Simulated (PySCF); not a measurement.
# C₄H₇FOSi: what the fields show

```yaml
atoms:
  - { symbol: C, position_ang: [-1.6446, -0.9127, 0.9862] }
  - { symbol: C, position_ang: [-1.2291, -0.0573, 0.0883] }
  - { symbol: C, position_ang: [-1.3400, 1.2636, -0.5434] }
  - { symbol: C, position_ang: [-0.2430, 0.2962, -0.9395] }
  - { symbol: O, position_ang: [1.0622, 0.6046, -0.5811] }
  - { symbol: Si, position_ang: [2.3346, -0.2879, -0.1737] }
  - { symbol: F, position_ang: [2.7839, -1.1972, -1.4266] }
  - { symbol: H, position_ang: [-2.4994, -0.7093, 1.6116] }
  - { symbol: H, position_ang: [-1.1546, -1.8624, 1.1304] }
  - { symbol: H, position_ang: [-1.0565, 2.1244, 0.0455] }
  - { symbol: H, position_ang: [-2.1331, 1.4566, -1.2511] }
  - { symbol: H, position_ang: [-0.3064, -0.1877, -1.9104] }
  - { symbol: H, position_ang: [2.0883, -1.2654, 0.8723] }
  - { symbol: H, position_ang: [3.3371, 0.7340, 0.0196] }
```

Geometry: GFN2-xTB.

Level of theory: PBE0/pcSseg-1, SCF density, gas phase, non-relativistic in PySCF.

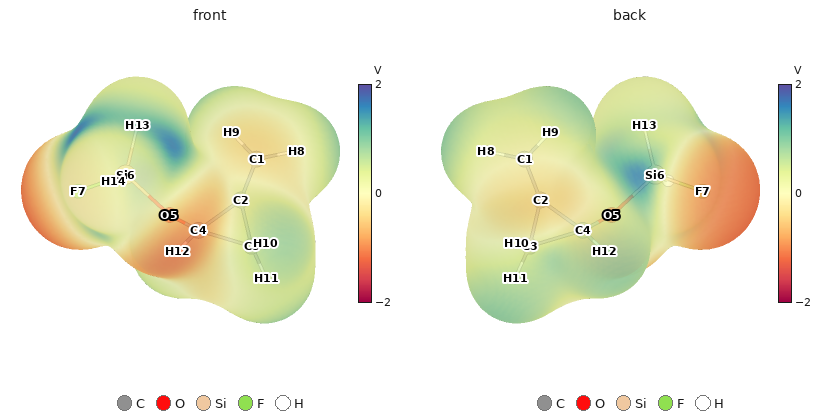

Figure 1. The molecular electrostatic potential painted on the density surface at 0.002 e/bohr³, seen from the front and from behind; the colour scale runs from red (negative) to blue (positive).

### Describe the electrostatic potential map.

The most negative region (about −1.1 V) lies over F7, the most positive (about +1.6 V) over Si6.

### How polar is the molecule by this calculation?

Its dipole moment is 1.81 D.

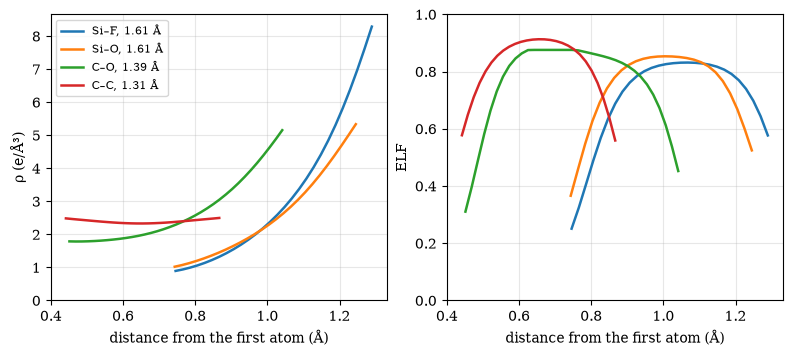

Figure 2. Electron density and ELF along straight lines between neighbouring atoms. The curves leave out the atomic cores.

### Compare the contacts.

Si–F (1.61 Å): ρ at the midpoint is about 1.1 e/Å³; the ELF peaks at about 0.85 in the valence shell of F, 0.5 Å from its nucleus, and is about 0.50 at the midpoint.
Si–O (1.61 Å): the density is about 1.2 e/Å³ at the midpoint; the ELF peaks at about 0.85 between the atoms: a short, strongly polar bond.
C–O (1.39 Å): ρ is about 2.1 e/Å³ halfway, with its minimum of 1.8 e/Å³ about 0.5 Å from C; the ELF peaks at about 0.90 between the atoms (a shared but strongly polarised pair).
C–C (1.31 Å): ρ at the midpoint is about 2.3 e/Å³; the ELF peaks at about 0.90 between the atoms: a multiple bond.
